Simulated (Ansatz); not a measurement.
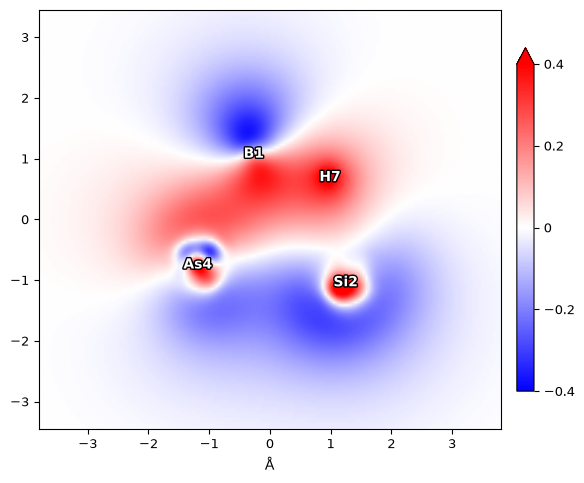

Figure 1: AsBFH$_{5}$Si. The HOMO−1 on the plane of atoms As4, B1 and H7 (values in Å⁻³ᐟ²; the overall sign is arbitrary).

Computed with RKS BHLYP/def2-SVP in Ansatz.

```xyz
9

B    -0.7563    0.6524    0.6487
Si    1.5217    0.5368   -0.5982
F     2.3336    0.0833    0.7483
As   -0.2501   -1.1248   -0.2331
H    -1.6602    1.1949    0.0745
H    -0.7238    0.5954    1.8451
H     0.2851    1.3757    0.3071
H    -1.1418   -1.6213   -1.3140
H    -0.0390   -2.2824    0.6751
```

### Where does this orbital lie, and at what energy?

By Hirshfeld shares it lies mainly on Si2 (about 35 %), As4 (about 20 %), B1 (about 20 %), H6 (about 10 %) and H5 (about 5 %). Its energy is −9.35 eV.
